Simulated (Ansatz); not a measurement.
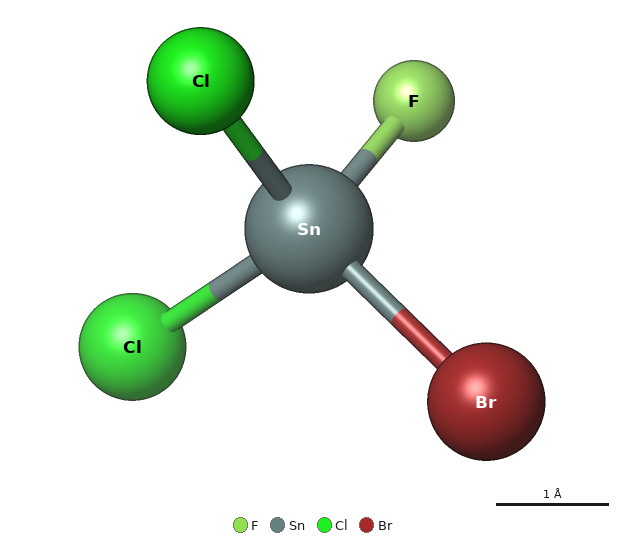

Rendered structure (ball-and-stick style).

Computed geometry: PBE0-D4/def2-TZVP optimisation.

> Which formula does it have?

SnBrCl2F, 5 atoms: 1 tin, 1 bromine, 2 chlorine and 1 fluorine.

> How many sets of symmetry-equivalent atoms are there?

4: 1 F, 1 Sn, 2 Cl, 1 Br.

> Which point group does it belong to?

Cs.

More results for the same structure follow; atom numbers are the same in all pictures, views and colours differ.

## Geometry

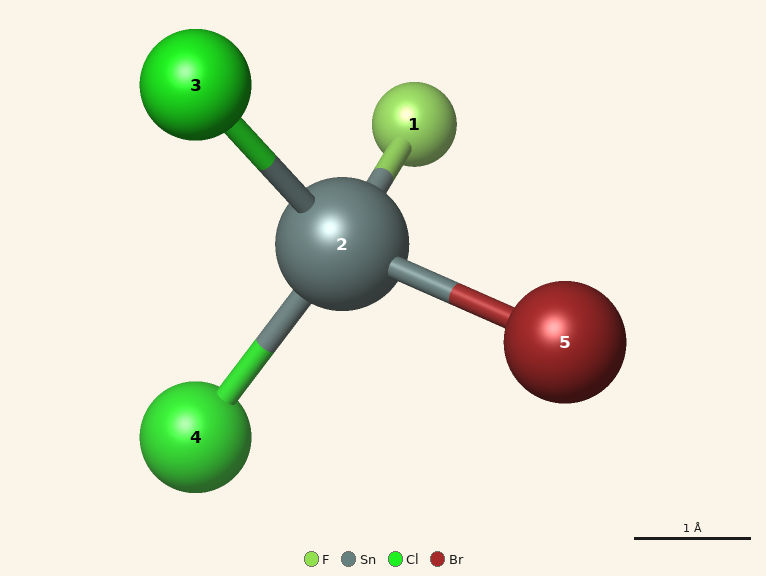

Atoms carry their numbers in the input.

> What is the geometry at Sn2?

Sn2 has 4 neighbours (F1 at 1.89, Cl3 at 2.28, Cl4 at 2.28, Br5 at 2.43 Å); the arrangement is tetrahedral.

## Electronic properties

Method: RKS ωB97M-V/def2-TZVPP, core potentials on Sn (Ansatz 0.2.0).

Predict the main results.

- dipole moment: 1.38 D
- HOMO energy (Kohn–Sham orbital): −11.68 eV
- LUMO energy (Kohn–Sham orbital): −1.23 eV
- HOMO–LUMO gap: 10.45 eV

## Vibrations

Harmonic vibrations computed with RKS PBE0-D4/def2-TZVP, core potentials on Sn (Ansatz 0.2.0) at a stationary point of the same level.

> List the wavenumbers.

9 modes: 83, 93, 115, 150, 154, 275, 391, 410, 651 cm⁻¹.

## Charges

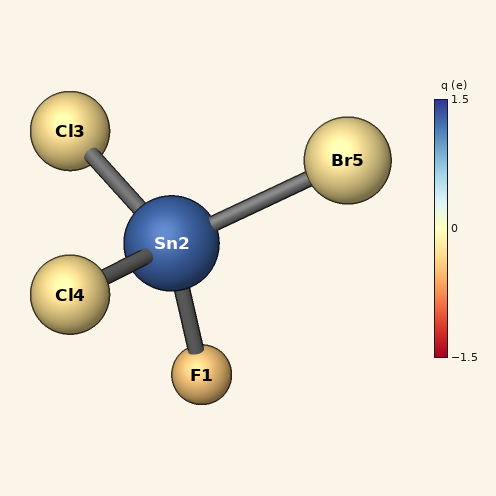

Atoms are coloured by their Mulliken charges. Method: RKS PBE0-D4/def2-TZVP, core potentials on Sn (Ansatz 0.2.0).

Give the Mulliken charges atom by atom.

```json
{"atom": "F1", "value (e)": "−0.43"}
{"atom": "Sn2", "value (e)": "1.26"}
{"atom": "Cl3", "value (e)": "−0.29"}
{"atom": "Cl4", "value (e)": "−0.29"}
{"atom": "Br5", "value (e)": "−0.24"}
```

Mulliken values depend strongly on the basis set and can even reverse the polarity of a bond.
